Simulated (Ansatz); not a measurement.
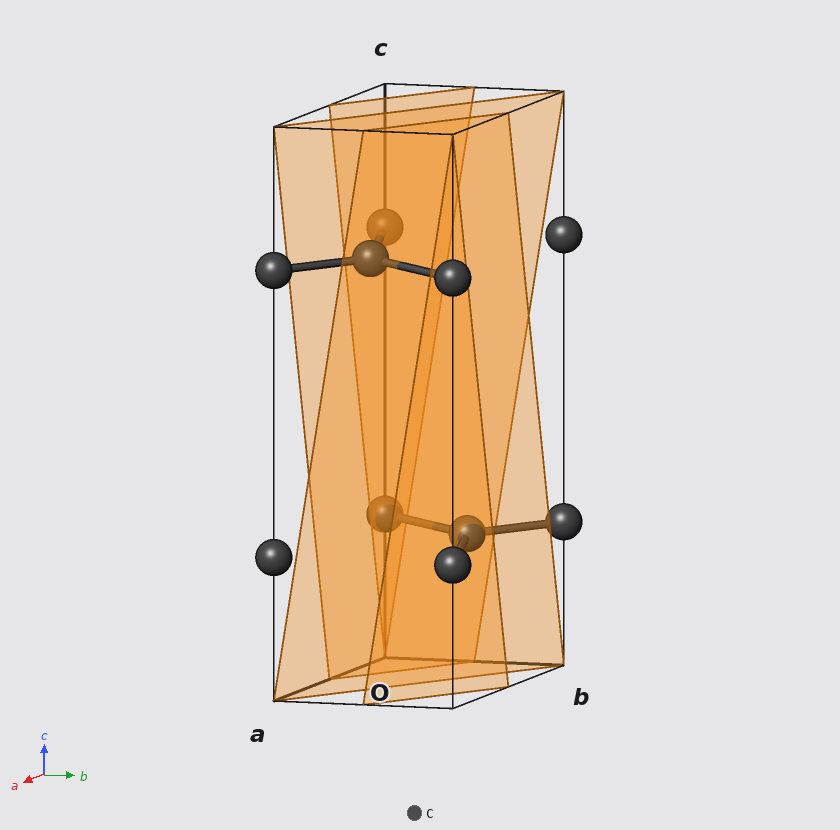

Every member of one family of equally spaced planes, hx + ky + lz = a whole number, that cuts the unit cell is shaded (one member passes through the origin O). Crystal: C, coordinates from a relaxation at fixed volume with DFT r2SCAN, scalar-relativistic, plane waves, PAW in Ansatz. The drawing is computed from the coordinates (standard cell, symmetry found to 0.002 Å).

a = 2.458 Å, b = 2.458 Å, c = 8.198 Å, α = 90.00°, β = 90.00°, γ = 120.00°.

Q: Index the planes.

A: (2 2 −1), in four indices (2 2 −4 −1); the opposite sign names the same planes. The member next to the origin meets the axes a at 1/2, b at 1/2, c at −1.

Q: What is the spacing?

A: d = 0.613 Å.

Q: Which atoms of the cell lie in these planes (within 0.03 Å)?

A: No atom.
